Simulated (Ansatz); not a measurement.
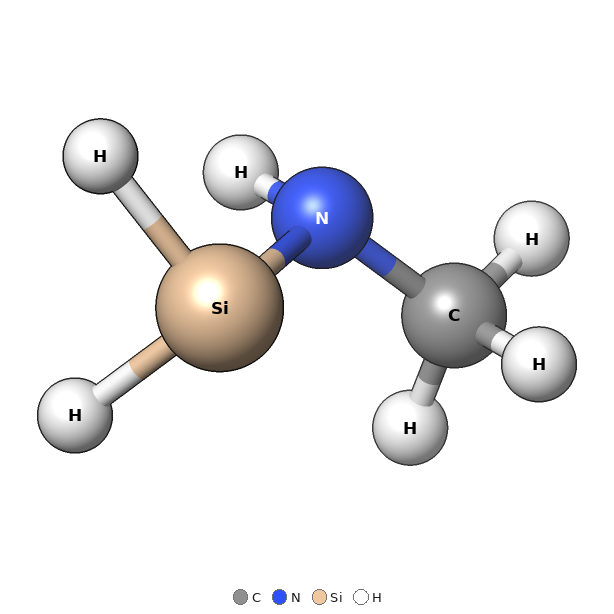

Charge −1, singlet. The computed structure is the end point of a PBE0-D4/def2-TZVPD optimisation. No frequency run is at hand to confirm it as a minimum. Method: RHF-CCSD(T), frozen core/def2-TZVPPD (Ansatz 0.2.0).

Question: Give the T1 diagnostic at this level.

Answer: 0.013.
